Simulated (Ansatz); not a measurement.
# HfNH+ (doublet): wave-function methods side by side, def2-SVP

Aim: climb from Hartree-Fock through coupled cluster for HfNH+ (doublet) at one geometry and basis, and see what each rung misses.

Program: Ansatz 0.2.0, Gaussian basis. Level of theory: def2-SVP, core rule «outside noble gas», up to 5 orbitals frozen. These are calculated values, not measurements.

Plan: UHF; CCSD(T) on ROHF; CCSD(T) on UHF; CISD; CCSDT(Q) on ROHF; CCSDT(Q) on UHF.

14 further runs of the same task are left out: 4 for a known fault of the program, 4 that didn't finish, 6 set aside as unsound or not needed.

## Step 1: The system

The geometry is a PBE0/def2-TZVP stationary point (not a proven minimum). No spin-orbit coupling is included. Elements past krypton take def2 core potentials.

3 atoms, charge 1, spin multiplicity 2.

Atoms are counted from 1 here; the program's logs count them from 0.

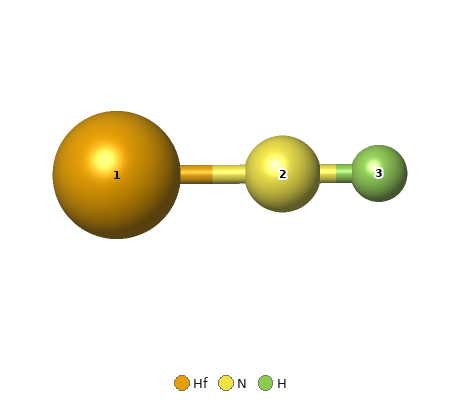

The geometry (hafnium amber, nitrogen yellow, hydrogen green); atoms are numbered from 1 in the order of the file.

In the tables R marks a restricted open-shell determinant and U an unrestricted one; energies count from the table's Hartree-Fock row.

## Step 2: UHF

in.yaml reads:

```yaml
crystal:
  periodic: [false, false, false]
  atoms:
    - {symbol: Hf, position_ang: [0.000000, 0.000000, 1.502073]}
    - {symbol: N, position_ang: [0.000000, 0.000000, -0.243730]}
    - {symbol: H, position_ang: [0.000000, 0.000000, -1.258344]}
basis:
  gaussian: {orbitals: def2-SVP}
total_charge: 1
magnetization: {spin_polarized: true, initial_magnetization: 1}
hamiltonian: {xc: hf}
output: {orbitals: {seedname: orbitals}}
```

Command:

```
$ ansatz run in.yaml --threads 1 --pin off --events-out ev --progress --plain --max-ram 2393MiB
```

The program printed:

```text
Functional definition: HF
  name "HF"
  cite "Fock, Z. Phys. 61, 126 (1930) doi:10.1007/BF01340294"
  parent pbe
  exchange = exact_x
  correlation = 0
519 factors; integrals over basis functions are off by at most 7.7e-4 eV
mean field evaluation 1: about -2761.7210 eV, gradient 6.2e1 eV
mean field evaluation 2: about -2761.7274 eV, gradient 6.2e1 eV
mean field evaluation 4: about -2779.6230 eV, gradient 6.9e0 eV
mean field evaluation 8: about -2779.9574 eV, gradient 3.2e-1 eV
mean field evaluation 16: about -2779.9770 eV, gradient 1.6e-4 eV
mean field evaluation 32: about -2779.6618 eV, gradient 9.3e-1 eV
mean field evaluation 64: about -2779.0882 eV, gradient 6.0e0 eV
mean field evaluation 96: about -2776.1413 eV, gradient 3.2e0 eV
mean field evaluation 128: about -2775.0966 eV, gradient 2.4e1 eV
mean field evaluation 160: about -2778.1241 eV, gradient 3.7e0 eV
mean field evaluation 192: about -2774.1017 eV, gradient 7.7e0 eV
mean field -2779.97697518 eV, -102.1622695017 hartree, gradient 2.7e-5 eV, S^2 0.804006; 5 other end points of the search recorded, 0 dependent functions left out
reference -2779.97697518 eV, -102.1622695017 hartree; 10, 9 occupied and 41, 42 virtual orbitals, 519 factors
Total energy: -2779.97697518 eV, -102.1622695017 hartree
```

It took 1.2 s on 1 thread of Arm Neoverse V2, shared host.

From the report: ⟨S²⟩ of the determinant 0.804 (pure doublet: 0.75).

## Step 3: CCSD(T) on ROHF

in.yaml, as its differences from that of step 2:

```diff
@@ -9,4 +9,3 @@
 total_charge: 1
-magnetization: {spin_polarized: true, initial_magnetization: 1}
-hamiltonian: {xc: hf}
-output: {orbitals: {seedname: orbitals}}
+magnetization: {spin_polarized: false, initial_magnetization: 1}
+correlation: {method: ccsd_t, electrons: outside_noble_gas}
```

Same command.

The program printed, cut to the lines that bear on the results:

```text
Functional definition: HF
  name "HF"
  cite "Fock, Z. Phys. 61, 126 (1930) doi:10.1007/BF01340294"
  parent pbe
[...]
519 factors; integrals over basis functions are off by at most 7.7e-4 eV
[...]
mean field -2779.93703876 eV, -102.1608018655 hartree, gradient 2.7e-6 eV, S^2 0.750000; 11 other end points of the search recorded, 0 dependent functions left out
[...]
determinant -2779.93703876 eV, -102.1608018655 hartree, with singles and doubles -2786.57907173 eV, -102.4048920750 hartree
determinant -2779.03668580 eV, -102.1277145045 hartree, with singles and doubles -2785.52167293 eV, -102.3660333856 hartree
determinant -2778.08321202 eV, -102.0926749892 hartree, with singles and doubles -2783.89538261 eV, -102.3062683188 hartree
determinant -2776.99383217 eV, -102.0526410184 hartree, with singles and doubles -2783.42812412 eV, -102.2890968860 hartree
determinant -2776.53863094 eV, -102.0359126817 hartree, with singles and doubles -2783.02870964 eV, -102.2744186748 hartree
5 core orbitals not correlated: weight in the atoms' cores, before any rotation towards them, 0.977 or more for the frozen orbitals, at most 0.014 for the correlated occupied ones
reference -2779.93703876 eV, -102.1608018655 hartree; 5, 4 occupied and 41, 42 virtual orbitals, 519 factors
second order -6.81069639 eV of doubles, -0.00267845 eV of singles
cycle   1  -6.64154653 eV  change    4.9e-4 eV  update   8.7e-4
[...]
cycle   7  -6.64162791 eV  change    2.9e-6 eV  update   5.7e-6
perturbative correction -0.38498255 eV, -0.0141478479 hartree
Total energy: -2786.96364923 eV, -102.4190250373 hartree
```

Wall time 6 s (1 thread of Arm Neoverse V2, shared host).

From the report: correlation -7.0266 eV; T1 0.030; largest double amplitude 0.08.

## Step 4: CCSD(T) on UHF

in.yaml, as its differences from that of step 3:

```diff
@@ -9,3 +9,3 @@
 total_charge: 1
-magnetization: {spin_polarized: false, initial_magnetization: 1}
+magnetization: {spin_polarized: true, initial_magnetization: 1}
 correlation: {method: ccsd_t, electrons: outside_noble_gas}
```

Launched as before.

The program printed, cut to the lines that bear on the results:

```text
Functional definition: HF
  name "HF"
  cite "Fock, Z. Phys. 61, 126 (1930) doi:10.1007/BF01340294"
  parent pbe
[...]
519 factors; integrals over basis functions are off by at most 7.7e-4 eV
[...]
mean field -2779.97697518 eV, -102.1622695017 hartree, gradient 2.3e-6 eV, S^2 0.804005; 26 other end points of the search recorded, 0 dependent functions left out
determinant -2779.97697518 eV, -102.1622695017 hartree, with singles and doubles -2786.59092171 eV, -102.4053275536 hartree
determinant -2779.10987222 eV, -102.1304040557 hartree, with singles and doubles -2785.55672666 eV, -102.3673215866 hartree
determinant -2778.51776334 eV, -102.1086444556 hartree, with singles and doubles -2783.84658383 eV, -102.3044749967 hartree
determinant -2778.47077507 eV, -102.1069176686 hartree, with singles and doubles -2783.48385744 eV, -102.2911450478 hartree
[...]
determinant -2776.58092980 eV, -102.0374671362 hartree, with singles and doubles -2781.72216853 eV, -102.2264041743 hartree
determinant -2776.57060728 eV, -102.0370877904 hartree, with singles and doubles -2783.03734766 eV, -102.2747361159 hartree
determinant -2776.56008919 eV, -102.0367012577 hartree, with singles and doubles -2781.63231144 eV, -102.2231019873 hartree
5 core orbitals not correlated: weight in the atoms' cores, before any rotation towards them, 0.975 or more for the frozen orbitals, at most 0.016 for the correlated occupied ones
reference -2779.97697518 eV, -102.1622695017 hartree; 5, 4 occupied and 41, 42 virtual orbitals, 519 factors
second order -6.69019809 eV of doubles, -0.00000000 eV of singles
cycle   1  -6.61282732 eV  change    1.1e-3 eV  update   2.0e-3
[...]
cycle   8  -6.61442370 eV  change    1.1e-6 eV  update   4.4e-6
perturbative correction -0.37677398 eV, -0.0138461883 hartree
Total energy: -2786.96817286 eV, -102.4191912777 hartree
```

It took 12 s on 1 thread of Arm Neoverse V2, shared host.

From the report: ⟨S²⟩ of the determinant 0.804 (pure doublet: 0.75); correlation -6.9912 eV; T1 0.037; largest double amplitude 0.08.

## Step 5: CISD

in.yaml, as its differences from that of step 4:

```diff
@@ -9,3 +9,3 @@
 total_charge: 1
-magnetization: {spin_polarized: true, initial_magnetization: 1}
-correlation: {method: ccsd_t, electrons: outside_noble_gas}
+magnetization: {spin_polarized: false, initial_magnetization: 1}
+correlation: {active_space: {ras: {orbitals: [4, 1, 41], electrons: 9, max_holes: 2, max_particles: 2}, fixed_orbitals: true}}
```

Launched as before.

The program printed:

```text
Functional definition: HF
  name "HF"
  cite "Fock, Z. Phys. 61, 126 (1930) doi:10.1007/BF01340294"
  parent pbe
  exchange = exact_x
  correlation = 0
519 factors; integrals over basis functions are off by at most 7.7e-4 eV
mean field evaluation 1: about -2761.7098 eV, gradient 8.7e1 eV
mean field evaluation 2: about -2761.7162 eV, gradient 8.7e1 eV
mean field evaluation 4: about -2778.9613 eV, gradient 1.8e1 eV
mean field evaluation 8: about -2779.9346 eV, gradient 6.4e-1 eV
mean field evaluation 16: about -2779.9370 eV, gradient 2.7e-6 eV
mean field evaluation 32: about -2779.0367 eV, gradient 1.2e-6 eV
mean field evaluation 64: about -2771.1242 eV, gradient 1.2e0 eV
mean field -2779.93703876 eV, -102.1608018655 hartree, gradient 2.7e-6 eV, S^2 0.750000; 9 other end points of the search recorded, 0 dependent functions left out
reference -2779.93703876 eV, -102.1608018655 hartree; 10, 9 occupied and 41, 42 virtual orbitals, 519 factors
state -2786.13081605 eV, -102.3884189826 hartree
Total energy: -2786.13081605 eV, -102.3884189826 hartree
```

Wall time 2.7 s (1 thread of Arm Neoverse V2, shared host).

From the report: 18,876 determinants.

## Step 6: CCSDT(Q) on ROHF

in.yaml, as its differences from that of step 5:

```diff
@@ -10,2 +10,2 @@
 magnetization: {spin_polarized: false, initial_magnetization: 1}
-correlation: {active_space: {ras: {orbitals: [4, 1, 41], electrons: 9, max_holes: 2, max_particles: 2}, fixed_orbitals: true}}
+correlation: {method: ccsdt_q, electrons: outside_noble_gas}
```

Launched as before.

The program printed, cut to the lines that bear on the results:

```text
Functional definition: HF
  name "HF"
  cite "Fock, Z. Phys. 61, 126 (1930) doi:10.1007/BF01340294"
  parent pbe
[...]
923 factors; integrals over basis functions are off by at most 1.8e-7 eV
[...]
mean field -2779.93709323 eV, -102.1608038673 hartree, gradient 2.7e-6 eV, S^2 0.750000; 11 other end points of the search recorded, 0 dependent functions left out
[...]
determinant -2779.93709323 eV, -102.1608038673 hartree, with singles and doubles -2786.57912949 eV, -102.4048941975 hartree
determinant -2779.03674127 eV, -102.1277165430 hartree, with singles and doubles -2785.52173198 eV, -102.3660355560 hartree
determinant -2778.08326296 eV, -102.0926768612 hartree, with singles and doubles -2783.89546258 eV, -102.3062712578 hartree
determinant -2776.99389412 eV, -102.0526432947 hartree, with singles and doubles -2783.42818907 eV, -102.2890992729 hartree
determinant -2776.53868751 eV, -102.0359147604 hartree, with singles and doubles -2783.02877053 eV, -102.2744209122 hartree
5 core orbitals not correlated: weight in the atoms' cores, before any rotation towards them, 0.977 or more for the frozen orbitals, at most 0.014 for the correlated occupied ones
reference -2779.93709323 eV, -102.1608038673 hartree; 5, 4 occupied and 41, 42 virtual orbitals, 923 factors
second order -6.81071336 eV of doubles, -0.00267848 eV of singles
cycle   1  -6.19229311 eV  change    6.2e-1 eV  update   1.6e-1
[...]
cycle  18  -7.02354697 eV  change    4.1e-7 eV  update   8.5e-7
perturbative correction -0.01480152 eV, -0.0005439459 hartree
Total energy: -2786.97544172 eV, -102.4194584036 hartree
```

It took 44 s on 1 thread of Arm Neoverse V2, shared host; peak memory 0.62 GiB.

From the report: correlation -7.0383 eV; T1 0.028; largest double amplitude 0.09.

## Step 7: CCSDT(Q) on UHF

in.yaml, as its differences from that of step 6:

```diff
@@ -9,3 +9,3 @@
 total_charge: 1
-magnetization: {spin_polarized: false, initial_magnetization: 1}
+magnetization: {spin_polarized: true, initial_magnetization: 1}
 correlation: {method: ccsdt_q, electrons: outside_noble_gas}
```

The command is unchanged.

The program printed, cut to the lines that bear on the results:

```text
Functional definition: HF
  name "HF"
  cite "Fock, Z. Phys. 61, 126 (1930) doi:10.1007/BF01340294"
  parent pbe
[...]
923 factors; integrals over basis functions are off by at most 1.8e-7 eV
[...]
mean field -2779.97702955 eV, -102.1622714999 hartree, gradient 2.3e-6 eV, S^2 0.804005; 26 other end points of the search recorded, 0 dependent functions left out
determinant -2779.97702955 eV, -102.1622714999 hartree, with singles and doubles -2786.59097977 eV, -102.4053296875 hartree
determinant -2779.10992723 eV, -102.1304060774 hartree, with singles and doubles -2785.55678546 eV, -102.3673237475 hartree
determinant -2778.51781784 eV, -102.1086464585 hartree, with singles and doubles -2783.84666047 eV, -102.3044778133 hartree
determinant -2778.47082684 eV, -102.1069195711 hartree, with singles and doubles -2783.48392037 eV, -102.2911473603 hartree
[...]
determinant -2776.58099060 eV, -102.0374693704 hartree, with singles and doubles -2781.72224865 eV, -102.2264071190 hartree
determinant -2776.57066399 eV, -102.0370898745 hartree, with singles and doubles -2783.03740833 eV, -102.2747383457 hartree
determinant -2776.56014710 eV, -102.0367033859 hartree, with singles and doubles -2781.63237845 eV, -102.2231044500 hartree
5 core orbitals not correlated: weight in the atoms' cores, before any rotation towards them, 0.975 or more for the frozen orbitals, at most 0.016 for the correlated occupied ones
reference -2779.97702955 eV, -102.1622714999 hartree; 5, 4 occupied and 41, 42 virtual orbitals, 923 factors
second order -6.69021482 eV of doubles, -0.00000000 eV of singles
cycle   1  -6.14352521 eV  change    5.5e-1 eV  update   1.6e-1
[...]
cycle  19  -6.99691044 eV  change    4.6e-7 eV  update   9.1e-7
perturbative correction -0.03144588 eV, -0.0011556146 hartree
Total energy: -2787.00538586 eV, -102.4205588304 hartree
```

Wall time 49 s (1 thread of Arm Neoverse V2, shared host); peak memory 0.5 GiB.

From the report: ⟨S²⟩ of the determinant 0.804 (pure doublet: 0.75); correlation -7.0284 eV; T1 0.038; largest double amplitude 0.09.

## Step 8: All levels against the top one

No level here is safe as a reference; RCCSDT(Q) serves as a yardstick only. Rows without a time come out of other runs: HF, MP2 and CCSD of CCSD(T), CCSDT of CCSDT(Q).

```
   method  energy from the lowest RHF (kJ/mol)  from RCCSDT(Q) (kJ/mol)  time
      RHF                                  0.0                   +679.1      
      UHF                                 -3.9                   +675.2      
     RMP2                               -657.4                    +21.7      
     UMP2                               -649.4                    +29.7      
    RCCSD                               -640.8                    +38.3      
    UCCSD                               -642.0                    +37.1      
 RCCSD(T)                               -678.0                     +1.1   6 s
 UCCSD(T)                               -678.4                     +0.7  12 s
   RCCSDT                               -677.7                     +1.4      
   UCCSDT                               -679.0                     +0.1      
RCCSDT(Q)                               -679.1                        0  44 s
UCCSDT(Q)                               -682.0                     -2.9  49 s
```

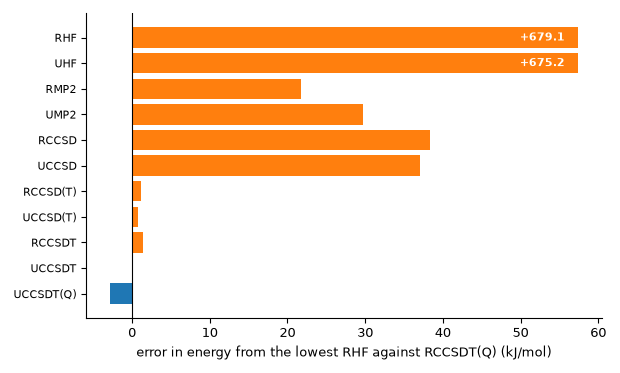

How far each level lands from RCCSDT(Q). Bars with a number in them are cut short.

Not comparable, so not listed: CISD (they don't share determinant, frozen orbitals or solution with the rows shown, or repeat one).

## Step 9: What came out

```
                      quantity         value
RCCSDT(Q) below the RHF energy    -7.0384 eV
           RMP2 from RCCSDT(Q)  +21.7 kJ/mol
           UMP2 from RCCSDT(Q)  +29.7 kJ/mol
          RCCSD from RCCSDT(Q)  +38.3 kJ/mol
       RCCSD(T) from RCCSDT(Q)   +1.1 kJ/mol
       UCCSD(T) from RCCSDT(Q)   +0.7 kJ/mol
      UCCSDT(Q) from RCCSDT(Q)   -2.9 kJ/mol
                 T1 diagnostic         0.030
```

**Reading.** RCCSD(T) lands +1.1 kJ/mol from the yardstick (0.2 % of the correlation energy).
